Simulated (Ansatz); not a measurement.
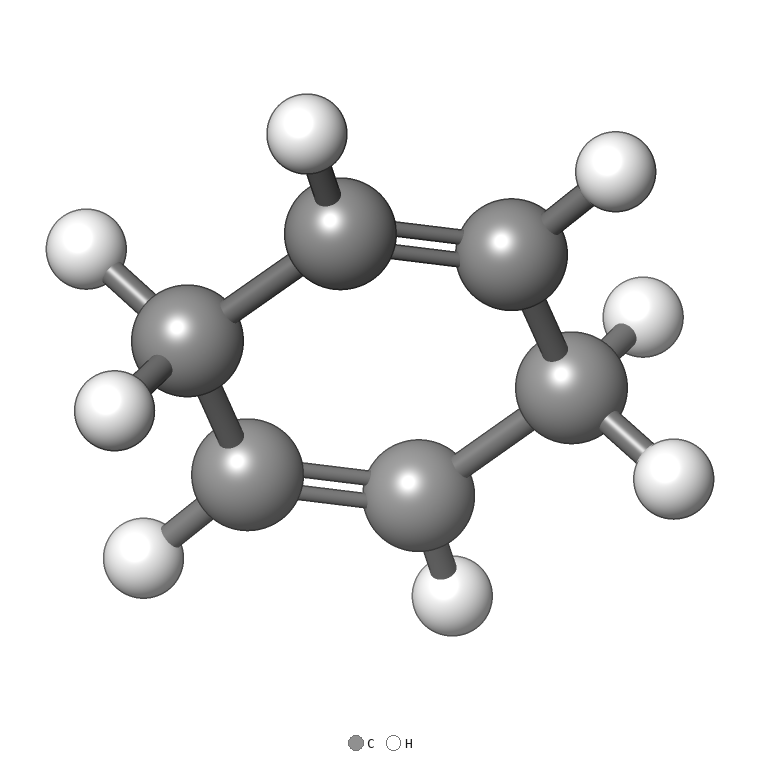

The picture shows a molecular structure as a ball-and-stick model. Double and triple bonds are drawn as two and three sticks.

Computed geometry: PBE0-D4/def2-TZVP optimisation.

> Which formula does it have?

C6H8, 14 atoms: 6 carbon and 8 hydrogen.

> Give the symmetry (Schoenflies symbol).

D2h.

More results for the same structure follow; atom numbers are the same in all pictures, views and colours differ.

**Levels of theory compared**

Program: Ansatz 0.2.0.

At this fixed geometry, give HOMO–LUMO gap (eV) at these levels: BLYP-D4/def2-TZVPP; PBE0-D4/def2-SVP; PBE0-D4/def2-TZVPP; SPW92 (LDA)/def2-TZVPP; r2SCAN-D4/def2-TZVPP; ωB97M-V/def2-TZVPP.

```json
{"level": "BLYP-D4/def2-TZVPP", "HOMO–LUMO gap (eV)": "4.85"}
{"level": "PBE0-D4/def2-SVP", "HOMO–LUMO gap (eV)": "7.14"}
{"level": "PBE0-D4/def2-TZVPP", "HOMO–LUMO gap (eV)": "6.97"}
{"level": "SPW92 (LDA)/def2-TZVPP", "HOMO–LUMO gap (eV)": "4.69"}
{"level": "r2SCAN-D4/def2-TZVPP", "HOMO–LUMO gap (eV)": "5.25"}
{"level": "ωB97M-V/def2-TZVPP", "HOMO–LUMO gap (eV)": "11.28"}
```

**Charges**

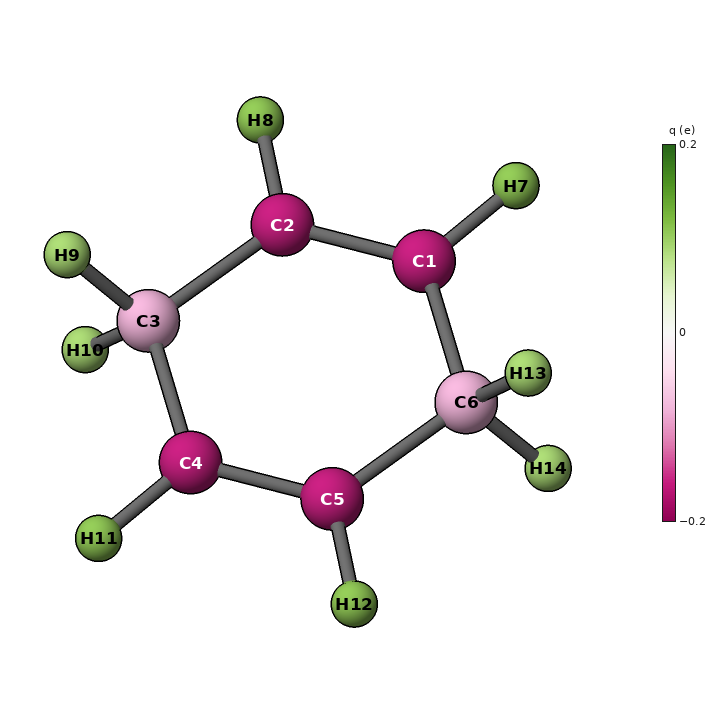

Atoms are coloured by their Mulliken charges. Method: RKS ωB97M-V/def2-TZVPP (Ansatz 0.2.0).

Give the Mulliken charges atom by atom.

| atom | value (e) |
| --- | --- |
| C1 | −0.16 |
| C2 | −0.16 |
| C3 | −0.08 |
| C4 | −0.16 |
| C5 | −0.16 |
| C6 | −0.08 |
| H7 | 0.11 |
| H8 | 0.11 |
| H9 | 0.09 |
| H10 | 0.09 |
| H11 | 0.11 |
| H12 | 0.11 |
| H13 | 0.09 |
| H14 | 0.09 |

**Thermal motion**

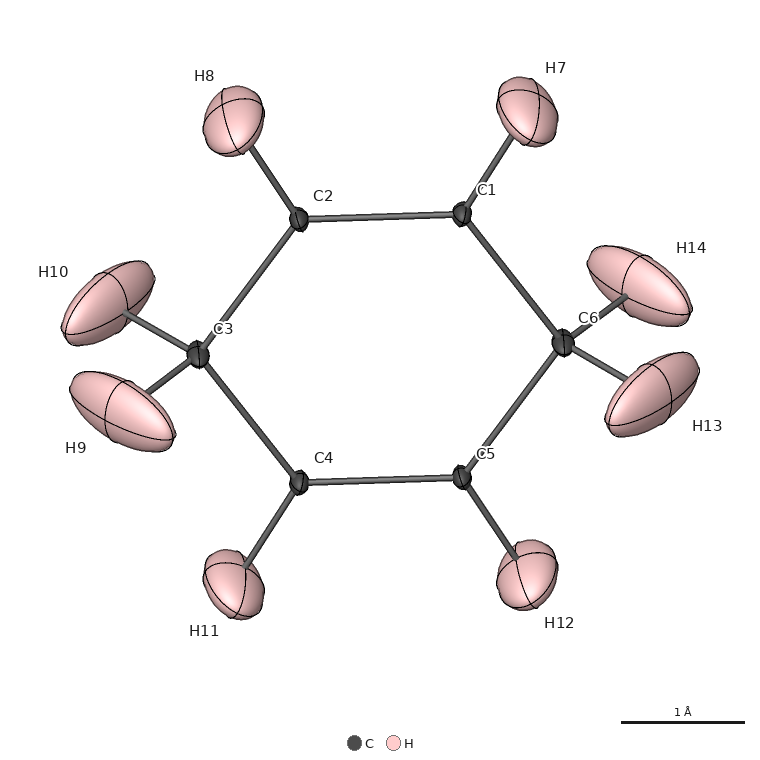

Displacement ellipsoids at the 50 % level, enlarged 1.5 times, from the internal vibrations of the free molecule (harmonic, no overall translation or rotation; no half-axis is drawn under 0.075 Å). Vibrations computed with RKS PBE0-D4/def2-TZVP (Ansatz 0.2.0). Temperature: 298 K.

> Which atom has the largest mean-square displacement?

H9, H10, H13, H14, with U_eq = 0.0288 Å².

> Does H13 move more along its bond or across it?

Across it: the root-mean-square amplitude is 0.100 Å along the bond and up to 0.254 Å across, since bending and torsion are softer than stretching.

Give the displacement parameters, one line for each set of equivalent atoms.

```csv
atom,U_eq (Å²),rms amplitudes (Å)
"C1, C2, C4, C5",0.0020,"0.028, 0.039, 0.060"
"C3, C6",0.0030,"0.030, 0.039, 0.081"
"H7, H8, H11, H12",0.0193,"0.080, 0.115, 0.196"
"H9, H10, H13, H14",0.0288,"0.085, 0.121, 0.254"
```

Mulliken values depend strongly on the basis set and can even reverse the polarity of a bond.
